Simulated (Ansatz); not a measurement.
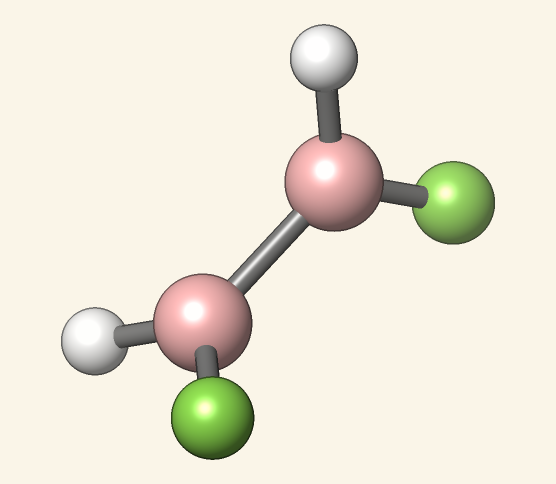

Ball-and-stick drawing of a structure. Every bond is drawn as one stick, whatever its order. Colours: fluorine green, boron pink, hydrogen white.

The geometry was computed by an optimisation with PBE0-D4/def2-TZVP.

Question: Count the atoms of each element.

Answer: B2F2H2, 6 atoms: 2 boron, 2 fluorine and 2 hydrogen.

Question: Name some functional groups or characteristic bonds that it holds.

Answer: Among them: B–H bond.

Question: Count the bonded pairs by element.

Answer: 2 B–F, 2 B–H, 1 B–B.

Question: What is its SMILES?

Answer: FBBF

Question: Which point group does it belong to?

Answer: C2.

The parts below concern this one geometry. Atoms keep their numbers from picture to picture.

### Vibrations

Harmonic vibrations computed with RKS PBE0-D4/def2-TZVP (Ansatz 0.2.0) at a stationary point of the same level.

Question: List the wavenumbers.

Answer: 12 modes: 90, 237, 283, 665, 866, 905, 1102, 1117, 1286, 1394, 2553, 2569 cm⁻¹.

### Dipole moment

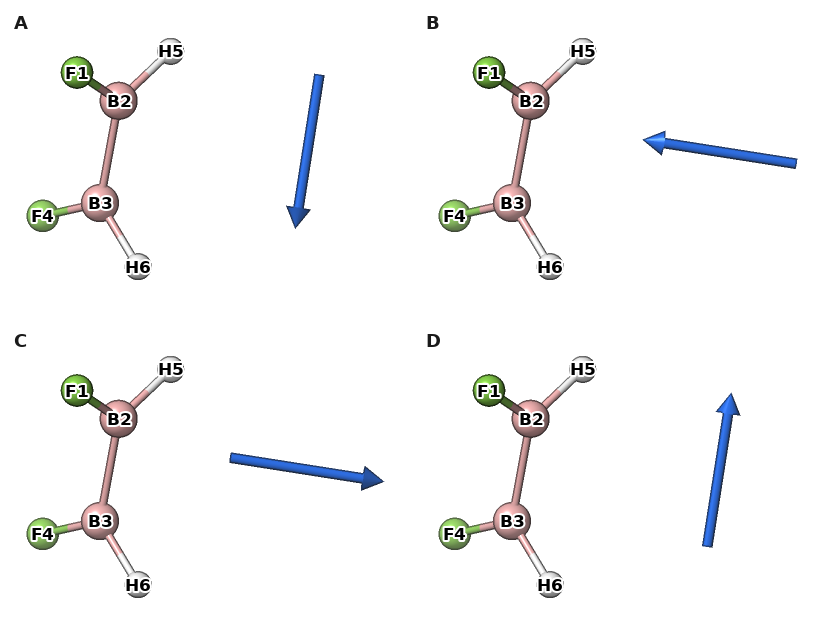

The same molecule four times, each with an arrow. Properties computed with RKS ωB97M-V/def2-TZVPP (Ansatz 0.2.0).

Question: Which arrow points along the dipole moment, from the negative to the positive end?

Answer: C. The dipole moment is 0.77 D; it points from the side of F1, F4 to the side of H5, H6 (the outermost atoms at the two ends).

### Charges

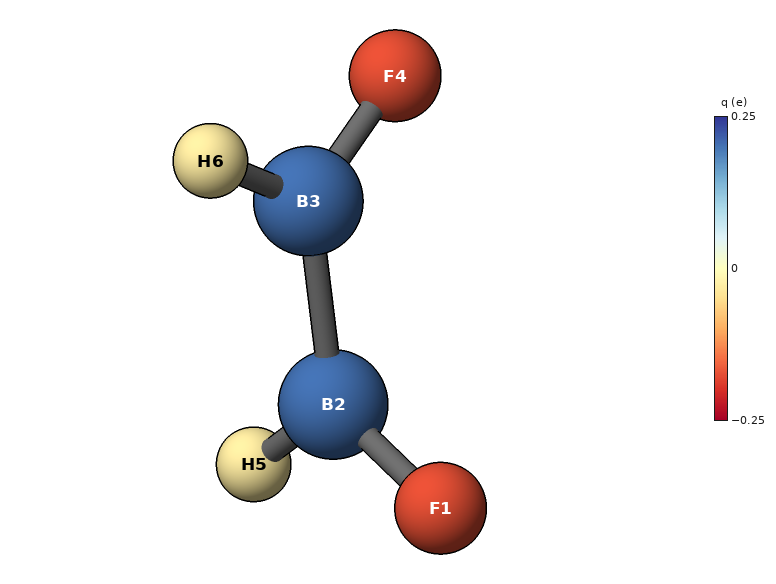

Atoms are coloured by their Mulliken charges. Level of theory: RKS PBE-D4/def2-TZVPP (Ansatz 0.2.0).

List the Mulliken charges.

| atom | value (e) |
| --- | --- |
| F1 | −0.17 |
| B2 | 0.20 |
| B3 | 0.20 |
| F4 | −0.17 |
| H5 | −0.03 |
| H6 | −0.03 |

### Thermal motion

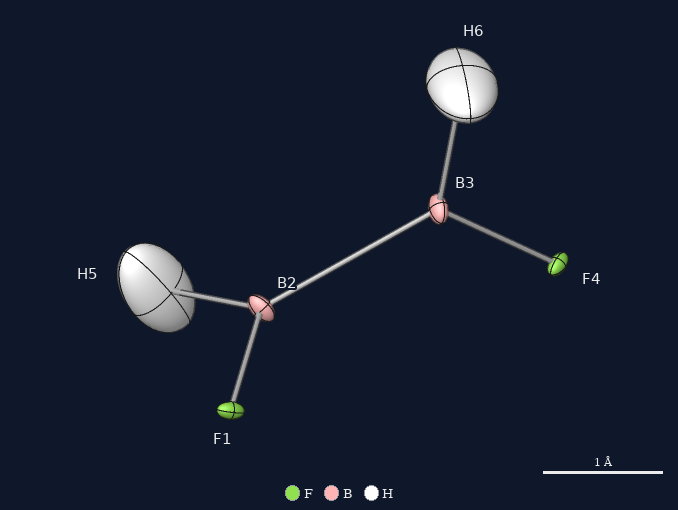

Displacement ellipsoids at the 50 % level, enlarged 1.5 times, from the internal vibrations of the free molecule (harmonic, no overall translation or rotation; no half-axis is drawn under 0.075 Å). Vibrations computed with RKS PBE0-D4/def2-TZVP (Ansatz 0.2.0). Temperature: 0 K (zero-point motion alone).

Give the displacement parameters, one line for each set of equivalent atoms.

```json
{"atom": "F1, F4", "U_eq (Å²)": "0.0014", "rms amplitudes (Å)": "0.016, 0.029, 0.055"}
{"atom": "B2, B3", "U_eq (Å²)": "0.0024", "rms amplitudes (Å)": "0.035, 0.046, 0.061"}
{"atom": "H5, H6", "U_eq (Å²)": "0.0230", "rms amplitudes (Å)": "0.088, 0.129, 0.211"}
```

Mulliken values depend strongly on the basis set and can even reverse the polarity of a bond.
